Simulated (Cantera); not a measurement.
A closed system holds: 1 mol SiO2, 0.76 mol CO, 4.1 mol C, held at 6.20 mbar.

Method: chemical equilibrium by Gibbs-energy minimisation in Cantera with the NASA 1993 tables (ideal gas, pure condensed phases). Candidate condensed phases: C, Si, SiC, SiO2; 20 gas species. The tables hold silica as quartz up to 1696 K and as liquid above; real silica turns to tridymite and cristobalite and melts near 1996 K. The numbers say what is thermodynamically allowed, not how fast it happens.

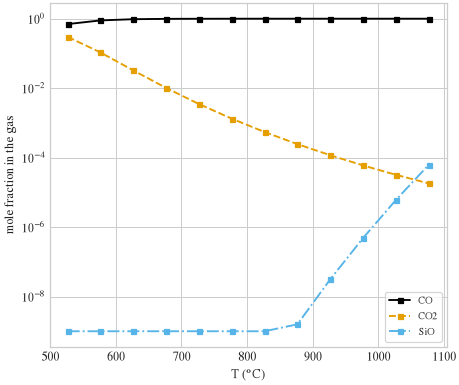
*Equilibrium gas composition (values under 1e-9 drawn at 1e-9)*

At 527 °C the condensed part is C(graphite) + SiO2(α-quartz). From 577 °C to 1077 °C the condensed part is C(graphite) + SiO2(β-quartz).
